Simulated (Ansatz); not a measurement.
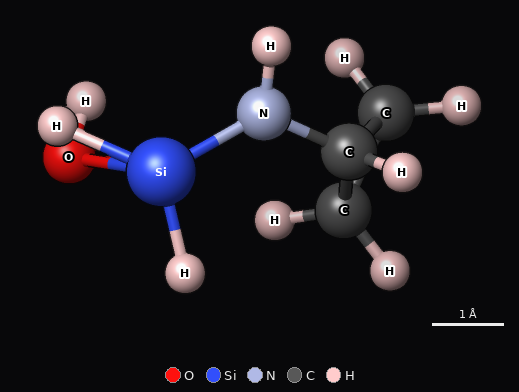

**Figure 1.** The input geometry (ball-and-stick view, seen at a tilt).

Molecular dynamics, with input and output: C$_{3}$H$_{9}$NOSi (part 1 of 4)

C$_{3}$H$_{9}$NOSi, computed with RKS B3LYP/6-31G* (Ansatz 0.2.0).

It belongs to a series of runs on one base structure; here: dynamics from the highest image of the converged band.

### Output
```
Engine: ansatz 0.2.0, aarch64-unknown-linux-gnu
Functional definition: B3LYP
  parameter a0 = 0.2
  parameter ax = 0.72
  parameter ac = 0.81
  exchange = (1 - a0 - ax)*slater_x + ax*b88_x + a0*exact_x
  correlation = (1 - ac)*vwn_rpa_c + ac*lyp_c
1278 factors; integrals over basis functions are off by at most 5.8e-4 eV
mean field evaluation 1: about -14658.0700 eV, gradient 7.5e1 eV
mean field evaluation 2: about -14634.3141 eV, gradient 1.3e2 eV
mean field evaluation 4: about -14669.4682 eV, gradient 9.8e0 eV
mean field evaluation 8: about -14669.6878 eV, gradient 1.6e-1 eV
mean field evaluation 16: about -14669.6878 eV, gradient 4.3e-5 eV
mean field -14669.68784041 eV, -539.1010846635 hartree, gradient 4.3e-5 eV, S^2 0.000000; 0 other end points of the search recorded, 0 dependent functions left out
the calculation of the forces begins
reference -14669.68808228 eV, -539.1010935523 hartree; 28, 28 occupied and 84, 84 virtual orbitals, 1278 factors
md step     0: t =     0.00 fs  T =   100.0 K  F+E_penalty+E_count = -14669.68784041 eV  E_kin = 0.168038 eV  conserved = -14669.51980241 eV  (26 SCF iters)
these checks for a lower state are left out or cut short: starts, cluster_reference, orbital_swaps, neighbouring_geometries, increment
1278 factors; integrals over basis functions are off by at most 5.9e-4 eV
mean field -14669.68376726 eV, -539.1009349780 hartree, gradient 8.4e-6 eV, S^2 0.000000; 0 other end points of the search recorded, 0 dependent functions left out
the calculation of the forces begins
reference -14669.68400909 eV, -539.1009438651 hartree; 28, 28 occupied and 84, 84 virtual orbitals, 1278 factors
md step     1: t =     0.50 fs  T =    97.6 K  F+E_penalty+E_count = -14669.68376726 eV  E_kin = 0.164038 eV  conserved = -14669.51972945 eV  (31 SCF iters)
[... from here on the SCF iterations and repeated set-up lines of each step are left out, up to the last step ...]
md step     2: t =     1.00 fs  T =    91.2 K  F+E_penalty+E_count = -14669.67284794 eV  E_kin = 0.153294 eV  conserved = -14669.51955409 eV  (25 SCF iters)
md step     3: t =     1.50 fs  T =    82.4 K  F+E_penalty+E_count = -14669.65781463 eV  E_kin = 0.138478 eV  conserved = -14669.51933646 eV  (25 SCF iters)
md step     4: t =     2.00 fs  T =    73.2 K  F+E_penalty+E_count = -14669.64208599 eV  E_kin = 0.122945 eV  conserved = -14669.51914084 eV  (26 SCF iters)
md step     5: t =     2.50 fs  T =    65.3 K  F+E_penalty+E_count = -14669.62875420 eV  E_kin = 0.109737 eV  conserved = -14669.51901732 eV  (26 SCF iters)
md step     6: t =     3.00 fs  T =    60.0 K  F+E_penalty+E_count = -14669.61978630 eV  E_kin = 0.100796 eV  conserved = -14669.51898999 eV  (24 SCF iters)
md step     7: t =     3.50 fs  T =    57.5 K  F+E_penalty+E_count = -14669.61562636 eV  E_kin = 0.096571 eV  conserved = -14669.51905496 eV  (25 SCF iters)
md step     8: t =     4.00 fs  T =    57.2 K  F+E_penalty+E_count = -14669.61526255 eV  E_kin = 0.096081 eV  conserved = -14669.51918112 eV  (25 SCF iters)
md step     9: t =     4.50 fs  T =    58.0 K  F+E_penalty+E_count = -14669.61672775 eV  E_kin = 0.097409 eV  conserved = -14669.51931851 eV  (25 SCF iters)
md step    10: t =     5.00 fs  T =    58.6 K  F+E_penalty+E_count = -14669.61789497 eV  E_kin = 0.098483 eV  conserved = -14669.51941210 eV  (26 SCF iters)
md step    11: t =     5.50 fs  T =    58.3 K  F+E_penalty+E_count = -14669.61734113 eV  E_kin = 0.097921 eV  conserved = -14669.51942029 eV  (26 SCF iters)
md step    12: t =     6.00 fs  T =    56.9 K  F+E_penalty+E_count = -14669.61499373 eV  E_kin = 0.095663 eV  conserved = -14669.51933094 eV  (26 SCF iters)
md step    13: t =     6.50 fs  T =    55.4 K  F+E_penalty+E_count = -14669.61230251 eV  E_kin = 0.093132 eV  conserved = -14669.51917056 eV  (26 SCF iters)
md step    14: t =     7.00 fs  T =    55.2 K  F+E_penalty+E_count = -14669.61181128 eV  E_kin = 0.092814 eV  conserved = -14669.51899730 eV  (26 SCF iters)
md step    15: t =     7.50 fs  T =    57.9 K  F+E_penalty+E_count = -14669.61625050 eV  E_kin = 0.097373 eV  conserved = -14669.51887721 eV  (26 SCF iters)
md step    16: t =     8.00 fs  T =    64.7 K  F+E_penalty+E_count = -14669.62752166 eV  E_kin = 0.108669 eV  conserved = -14669.51885256 eV  (26 SCF iters)
md step    17: t =     8.50 fs  T =    75.7 K  F+E_penalty+E_count = -14669.64605294 eV  E_kin = 0.127133 eV  conserved = -14669.51891948 eV  (31 SCF iters)
md step    18: t =     9.00 fs  T =    90.4 K  F+E_penalty+E_count = -14669.67085976 eV  E_kin = 0.151830 eV  conserved = -14669.51902983 eV  (31 SCF iters)
md step    19: t =     9.50 fs  T =   107.8 K  F+E_penalty+E_count = -14669.70028853 eV  E_kin = 0.181174 eV  conserved = -14669.51911497 eV  (29 SCF iters)
md step    20: t =    10.00 fs  T =   127.3 K  F+E_penalty+E_count = -14669.73307808 eV  E_kin = 0.213960 eV  conserved = -14669.51911853 eV  (31 SCF iters)
md step    21: t =    10.50 fs  T =   148.9 K  F+E_penalty+E_count = -14669.76924191 eV  E_kin = 0.250223 eV  conserved = -14669.51901937 eV  (31 SCF iters)
md step    22: t =    11.00 fs  T =   173.5 K  F+E_penalty+E_count = -14669.81041872 eV  E_kin = 0.291584 eV  conserved = -14669.51883513 eV  (31 SCF iters)
md step    23: t =    11.50 fs  T =   202.9 K  F+E_penalty+E_count = -14669.85962178 eV  E_kin = 0.341011 eV  conserved = -14669.51861047 eV  (31 SCF iters)
md step    24: t =    12.00 fs  T =   239.3 K  F+E_penalty+E_count = -14669.92056020 eV  E_kin = 0.402162 eV  conserved = -14669.51839867 eV  (30 SCF iters)
md step    25: t =    12.50 fs  T =   284.8 K  F+E_penalty+E_count = -14669.99681542 eV  E_kin = 0.478570 eV  conserved = -14669.51824495 eV  (31 SCF iters)
md step    26: t =    13.00 fs  T =   341.0 K  F+E_penalty+E_count = -14670.09113590 eV  E_kin = 0.572960 eV  conserved = -14669.51817602 eV  (29 SCF iters)
md step    27: t =    13.50 fs  T =   408.7 K  F+E_penalty+E_count = -14670.20501143 eV  E_kin = 0.686812 eV  conserved = -14669.51819981 eV  (30 SCF iters)
md step    28: t =    14.00 fs  T =   488.1 K  F+E_penalty+E_count = -14670.33855241 eV  E_kin = 0.820242 eV  conserved = -14669.51831017 eV  (30 SCF iters)
md step    29: t =    14.50 fs  T =   578.5 K  F+E_penalty+E_count = -14670.49060056 eV  E_kin = 0.972105 eV  conserved = -14669.51849547 eV  (30 SCF iters)
md step    30: t =    15.00 fs  T =   678.5 K  F+E_penalty+E_count = -14670.65893759 eV  E_kin = 1.140192 eV  conserved = -14669.51874608 eV  (30 SCF iters)
md step    31: t =    15.50 fs  T =   786.4 K  F+E_penalty+E_count = -14670.84047982 eV  E_kin = 1.321425 eV  conserved = -14669.51905480 eV  (30 SCF iters)
md step    32: t =    16.00 fs  T =   899.8 K  F+E_penalty+E_count = -14671.03143448 eV  E_kin = 1.512022 eV  conserved = -14669.51941264 eV  (29 SCF iters)
md step    33: t =    16.50 fs  T =  1016.2 K  F+E_penalty+E_count = -14671.22745268 eV  E_kin = 1.707644 eV  conserved = -14669.51980831 eV  (30 SCF iters)
md step    34: t =    17.00 fs  T =  1132.8 K  F+E_penalty+E_count = -14671.42377644 eV  E_kin = 1.903540 eV  conserved = -14669.52023655 eV  (27 SCF iters)
md step    35: t =    17.50 fs  T =  1246.5 K  F+E_penalty+E_count = -14671.61528222 eV  E_kin = 2.094581 eV  conserved = -14669.52070157 eV  (26 SCF iters)
md step    36: t =    18.00 fs  T =  1354.0 K  F+E_penalty+E_count = -14671.79638030 eV  E_kin = 2.275174 eV  conserved = -14669.52120589 eV  (27 SCF iters)
md step    37: t =    18.50 fs  T =  1451.6 K  F+E_penalty+E_count = -14671.96091223 eV  E_kin = 2.439177 eV  conserved = -14669.52173476 eV  (26 SCF iters)
md step    38: t =    19.00 fs  T =  1535.4 K  F+E_penalty+E_count = -14672.10230427 eV  E_kin = 2.580065 eV  conserved = -14669.52223909 eV  (26 SCF iters)
md step    39: t =    19.50 fs  T =  1601.8 K  F+E_penalty+E_count = -14672.21420225 eV  E_kin = 2.691558 eV  conserved = -14669.52264427 eV  (28 SCF iters)
md step    40: t =    20.00 fs  T =  1647.6 K  F+E_penalty+E_count = -14672.29148877 eV  E_kin = 2.768609 eV  conserved = -14669.52288013 eV  (26 SCF iters)
md step    41: t =    20.50 fs  T =  1671.3 K  F+E_penalty+E_count = -14672.33129728 eV  E_kin = 2.808392 eV  conserved = -14669.52290542 eV  (26 SCF iters)
md step    42: t =    21.00 fs  T =  1672.8 K  F+E_penalty+E_count = -14672.33362469 eV  E_kin = 2.810899 eV  conserved = -14669.52272593 eV  (26 SCF iters)
md step    43: t =    21.50 fs  T =  1653.7 K  F+E_penalty+E_count = -14672.30130739 eV  E_kin = 2.778923 eV  conserved = -14669.52238415 eV  (26 SCF iters)
md step    44: t =    22.00 fs  T =  1617.2 K  F+E_penalty+E_count = -14672.23944074 eV  E_kin = 2.717495 eV  conserved = -14669.52194570 eV  (26 SCF iters)
md step    45: t =    22.50 fs  T =  1566.9 K  F+E_penalty+E_count = -14672.15445945 eV  E_kin = 2.632982 eV  conserved = -14669.52147788 eV  (26 SCF iters)
md step    46: t =    23.00 fs  T =  1506.9 K  F+E_penalty+E_count = -14672.05315878 eV  E_kin = 2.532119 eV  conserved = -14669.52103936 eV  (26 SCF iters)
md step    47: t =    23.50 fs  T =  1440.8 K  F+E_penalty+E_count = -14671.94183846 eV  E_kin = 2.421165 eV  conserved = -14669.52067372 eV  (26 SCF iters)
md step    48: t =    24.00 fs  T =  1371.9 K  F+E_penalty+E_count = -14671.82565679 eV  E_kin = 2.305247 eV  conserved = -14669.52040992 eV  (27 SCF iters)
md step    49: t =    24.50 fs  T =  1302.1 K  F+E_penalty+E_count = -14671.70822169 eV  E_kin = 2.187965 eV  conserved = -14669.52025657 eV  (26 SCF iters)
md step    50: t =    25.00 fs  T =  1232.6 K  F+E_penalty+E_count = -14671.59148289 eV  E_kin = 2.071282 eV  conserved = -14669.52020064 eV  (27 SCF iters)
md step    51: t =    25.50 fs  T =  1163.9 K  F+E_penalty+E_count = -14671.47597910 eV  E_kin = 1.955776 eV  conserved = -14669.52020262 eV  (26 SCF iters)
md step    52: t =    26.00 fs  T =  1095.7 K  F+E_penalty+E_count = -14671.36147518 eV  E_kin = 1.841271 eV  conserved = -14669.52020466 eV  (29 SCF iters)
md step    53: t =    26.50 fs  T =  1028.2 K  F+E_penalty+E_count = -14671.24785793 eV  E_kin = 1.727707 eV  conserved = -14669.52015066 eV  (30 SCF iters)
md step    54: t =    27.00 fs  T =   961.7 K  F+E_penalty+E_count = -14671.13598307 eV  E_kin = 1.615971 eV  conserved = -14669.52001186 eV  (30 SCF iters)
md step    55: t =    27.50 fs  T =   897.6 K  F+E_penalty+E_count = -14671.02809818 eV  E_kin = 1.508297 eV  conserved = -14669.51980147 eV  (31 SCF iters)
md step    56: t =    28.00 fs  T =   837.9 K  F+E_penalty+E_count = -14670.92760220 eV  E_kin = 1.408028 eV  conserved = -14669.51957407 eV  (30 SCF iters)
md step    57: t =    28.50 fs  T =   784.8 K  F+E_penalty+E_count = -14670.83818327 eV  E_kin = 1.318783 eV  conserved = -14669.51940070 eV  (30 SCF iters)
md step    58: t =    29.00 fs  T =   739.9 K  F+E_penalty+E_count = -14670.76271001 eV  E_kin = 1.243374 eV  conserved = -14669.51933565 eV  (30 SCF iters)
md step    59: t =    29.50 fs  T =   704.0 K  F+E_penalty+E_count = -14670.70239524 eV  E_kin = 1.183005 eV  conserved = -14669.51938975 eV  (30 SCF iters)
md step    60: t =    30.00 fs  T =   676.7 K  F+E_penalty+E_count = -14670.65662177 eV  E_kin = 1.137092 eV  conserved = -14669.51953021 eV  (29 SCF iters)
md step    61: t =    30.50 fs  T =   656.8 K  F+E_penalty+E_count = -14670.62345065 eV  E_kin = 1.103747 eV  conserved = -14669.51970321 eV  (30 SCF iters)
md step    62: t =    31.00 fs  T =   643.1 K  F+E_penalty+E_count = -14670.60047589 eV  E_kin = 1.080611 eV  conserved = -14669.51986509 eV  (30 SCF iters)
md step    63: t =    31.50 fs  T =   634.1 K  F+E_penalty+E_count = -14670.58554260 eV  E_kin = 1.065533 eV  conserved = -14669.52000980 eV  (30 SCF iters)
md step    64: t =    32.00 fs  T =   628.9 K  F+E_penalty+E_count = -14670.57693367 eV  E_kin = 1.056759 eV  conserved = -14669.52017469 eV  (30 SCF iters)
md step    65: t =    32.50 fs  T =   626.3 K  F+E_penalty+E_count = -14670.57291164 eV  E_kin = 1.052485 eV  conserved = -14669.52042614 eV  (29 SCF iters)
md step    66: t =    33.00 fs  T =   624.9 K  F+E_penalty+E_count = -14670.57084353 eV  E_kin = 1.050023 eV  conserved = -14669.52082067 eV  (29 SCF iters)
md step    67: t =    33.50 fs  T =   622.0 K  F+E_penalty+E_count = -14670.56651918 eV  E_kin = 1.045180 eV  conserved = -14669.52133915 eV  (29 SCF iters)
md step    68: t =    34.00 fs  T =   614.6 K  F+E_penalty+E_count = -14670.55462372 eV  E_kin = 1.032810 eV  conserved = -14669.52181330 eV  (29 SCF iters)
md step    69: t =    34.50 fs  T =   600.7 K  F+E_penalty+E_count = -14670.53136029 eV  E_kin = 1.009461 eV  conserved = -14669.52189943 eV  (29 SCF iters)
md step    70: t =    35.00 fs  T =   582.2 K  F+E_penalty+E_count = -14670.49946124 eV  E_kin = 0.978282 eV  conserved = -14669.52117892 eV  (29 SCF iters)
md step    71: t =    35.50 fs  T =   567.9 K  F+E_penalty+E_count = -14670.47378045 eV  E_kin = 0.954292 eV  conserved = -14669.51948833 eV  (29 SCF iters)
md step    72: t =    36.00 fs  T =   574.4 K  F+E_penalty+E_count = -14670.48262509 eV  E_kin = 0.965279 eV  conserved = -14669.51734574 eV  (30 SCF iters)
md step    73: t =    36.50 fs  T =   620.8 K  F+E_penalty+E_count = -14670.55916431 eV  E_kin = 1.043167 eV  conserved = -14669.51599711 eV  (29 SCF iters)
md step    74: t =    37.00 fs  T =   718.1 K  F+E_penalty+E_count = -14670.72324143 eV  E_kin = 1.206626 eV  conserved = -14669.51661516 eV  (29 SCF iters)
md step    75: t =    37.50 fs  T =   860.5 K  F+E_penalty+E_count = -14670.96519992 eV  E_kin = 1.445993 eV  conserved = -14669.51920685 eV  (29 SCF iters)
md step    76: t =    38.00 fs  T =  1025.8 K  F+E_penalty+E_count = -14671.24629021 eV  E_kin = 1.723770 eV  conserved = -14669.52251997 eV  (29 SCF iters)
md step    77: t =    38.50 fs  T =  1185.1 K  F+E_penalty+E_count = -14671.51648120 eV  E_kin = 1.991366 eV  conserved = -14669.52511522 eV  (29 SCF iters)
md step    78: t =    39.00 fs  T =  1314.5 K  F+E_penalty+E_count = -14671.73513670 eV  E_kin = 2.208813 eV  conserved = -14669.52632381 eV  (29 SCF iters)
md step    79: t =    39.50 fs  T =  1401.4 K  F+E_penalty+E_count = -14671.88123576 eV  E_kin = 2.354940 eV  conserved = -14669.52629543 eV  (29 SCF iters)
md step    80: t =    40.00 fs  T =  1444.0 K  F+E_penalty+E_count = -14671.95193278 eV  E_kin = 2.426406 eV  conserved = -14669.52552668 eV  (27 SCF iters)
md step    81: t =    40.50 fs  T =  1446.9 K  F+E_penalty+E_count = -14671.95577976 eV  E_kin = 2.431316 eV  conserved = -14669.52446396 eV  (29 SCF iters)
md step    82: t =    41.00 fs  T =  1418.1 K  F+E_penalty+E_count = -14671.90629370 eV  E_kin = 2.382917 eV  conserved = -14669.52337629 eV  (29 SCF iters)
md step    83: t =    41.50 fs  T =  1366.1 K  F+E_penalty+E_count = -14671.81794232 eV  E_kin = 2.295557 eV  conserved = -14669.52238485 eV  (29 SCF iters)
md step    84: t =    42.00 fs  T =  1298.9 K  F+E_penalty+E_count = -14671.70423246 eV  E_kin = 2.182699 eV  conserved = -14669.52153368 eV  (29 SCF iters)
md step    85: t =    42.50 fs  T =  1223.6 K  F+E_penalty+E_count = -14671.57694257 eV  E_kin = 2.056107 eV  conserved = -14669.52083562 eV  (29 SCF iters)
md step    86: t =    43.00 fs  T =  1145.9 K  F+E_penalty+E_count = -14671.44584659 eV  E_kin = 1.925560 eV  conserved = -14669.52028670 eV  (29 SCF iters)
md step    87: t =    43.50 fs  T =  1070.5 K  F+E_penalty+E_count = -14671.31869300 eV  E_kin = 1.798822 eV  conserved = -14669.51987058 eV  (29 SCF iters)
md step    88: t =    44.00 fs  T =  1000.8 K  F+E_penalty+E_count = -14671.20136881 eV  E_kin = 1.681803 eV  conserved = -14669.51956614 eV  (29 SCF iters)
md step    89: t =    44.50 fs  T =   939.6 K  F+E_penalty+E_count = -14671.09816709 eV  E_kin = 1.578815 eV  conserved = -14669.51935237 eV  (30 SCF iters)
md step    90: t =    45.00 fs  T =   888.4 K  F+E_penalty+E_count = -14671.01205775 eV  E_kin = 1.492842 eV  conserved = -14669.51921542 eV  (29 SCF iters)
md step    91: t =    45.50 fs  T =   848.5 K  F+E_penalty+E_count = -14670.94486976 eV  E_kin = 1.425722 eV  conserved = -14669.51914767 eV  (29 SCF iters)
md step    92: t =    46.00 fs  T =   820.2 K  F+E_penalty+E_count = -14670.89739423 eV  E_kin = 1.378252 eV  conserved = -14669.51914206 eV  (31 SCF iters)
md step    93: t =    46.50 fs  T =   803.6 K  F+E_penalty+E_count = -14670.86950220 eV  E_kin = 1.350318 eV  conserved = -14669.51918442 eV  (31 SCF iters)
md step    94: t =    47.00 fs  T =   798.1 K  F+E_penalty+E_count = -14670.86038744 eV  E_kin = 1.341138 eV  conserved = -14669.51924911 eV  (30 SCF iters)
md step    95: t =    47.50 fs  T =   803.2 K  F+E_penalty+E_count = -14670.86897086 eV  E_kin = 1.349666 eV  conserved = -14669.51930536 eV  (30 SCF iters)
md step    96: t =    48.00 fs  T =   818.3 K  F+E_penalty+E_count = -14670.89436811 eV  E_kin = 1.375036 eV  conserved = -14669.51933201 eV  (30 SCF iters)
md step    97: t =    48.50 fs  T =   843.2 K  F+E_penalty+E_count = -14670.93621430 eV  E_kin = 1.416885 eV  conserved = -14669.51932891 eV  (30 SCF iters)
md step    98: t =    49.00 fs  T =   878.0 K  F+E_penalty+E_count = -14670.99465576 eV  E_kin = 1.475332 eV  conserved = -14669.51932360 eV  (29 SCF iters)
md step    99: t =    49.50 fs  T =   922.8 K  F+E_penalty+E_count = -14671.06993571 eV  E_kin = 1.550574 eV  conserved = -14669.51936134 eV  (28 SCF iters)
md step   100: t =    50.00 fs  T =   977.3 K  F+E_penalty+E_count = -14671.16169711 eV  E_kin = 1.642201 eV  conserved = -14669.51949611 eV  (30 SCF iters)
md step   101: t =    50.50 fs  T =  1040.5 K  F+E_penalty+E_count = -14671.26819149 eV  E_kin = 1.748413 eV  conserved = -14669.51977853 eV  (29 SCF iters)
md step   102: t =    51.00 fs  T =  1110.0 K  F+E_penalty+E_count = -14671.38554522 eV  E_kin = 1.865286 eV  conserved = -14669.52025887 eV  (29 SCF iters)
md step   103: t =    51.50 fs  T =  1181.9 K  F+E_penalty+E_count = -14671.50706788 eV  E_kin = 1.986071 eV  conserved = -14669.52099677 eV  (29 SCF iters)
md step   104: t =    52.00 fs  T =  1250.0 K  F+E_penalty+E_count = -14671.62248901 eV  E_kin = 2.100422 eV  conserved = -14669.52206666 eV  (29 SCF iters)
md step   105: t =    52.50 fs  T =  1305.4 K  F+E_penalty+E_count = -14671.71707779 eV  E_kin = 2.193537 eV  conserved = -14669.52354045 eV  (29 SCF iters)
md step   106: t =    53.00 fs  T =  1336.3 K  F+E_penalty+E_count = -14671.77096577 eV  E_kin = 2.245553 eV  conserved = -14669.52541267 eV  (30 SCF iters)
md step   107: t =    53.50 fs  T =  1328.5 K  F+E_penalty+E_count = -14671.75981261 eV  E_kin = 2.232374 eV  conserved = -14669.52743854 eV  (29 SCF iters)
md step   108: t =    54.00 fs  T =  1267.8 K  F+E_penalty+E_count = -14671.65921181 eV  E_kin = 2.130311 eV  conserved = -14669.52890066 eV  (29 SCF iters)
md step   109: t =    54.50 fs  T =  1147.0 K  F+E_penalty+E_count = -14671.45597191 eV  E_kin = 1.927470 eV  conserved = -14669.52850206 eV  (29 SCF iters)
md step   110: t =    55.00 fs  T =   977.1 K  F+E_penalty+E_count = -14671.16683459 eV  E_kin = 1.641885 eV  conserved = -14669.52495008 eV  (29 SCF iters)
md step   111: t =    55.50 fs  T =   795.3 K  F+E_penalty+E_count = -14670.85495190 eV  E_kin = 1.336346 eV  conserved = -14669.51860617 eV  (30 SCF iters)
md step   112: t =    56.00 fs  T =   659.3 K  F+E_penalty+E_count = -14670.62070103 eV  E_kin = 1.107858 eV  conserved = -14669.51284261 eV  (29 SCF iters)
md step   113: t =    56.50 fs  T =   618.4 K  F+E_penalty+E_count = -14670.55114014 eV  E_kin = 1.039175 eV  conserved = -14669.51196555 eV  (29 SCF iters)
md step   114: t =    57.00 fs  T =   680.2 K  F+E_penalty+E_count = -14670.65947912 eV  E_kin = 1.142921 eV  conserved = -14669.51655804 eV  (29 SCF iters)
md step   115: t =    57.50 fs  T =   805.7 K  F+E_penalty+E_count = -14670.87663491 eV  E_kin = 1.353826 eV  conserved = -14669.52280854 eV  (30 SCF iters)
```
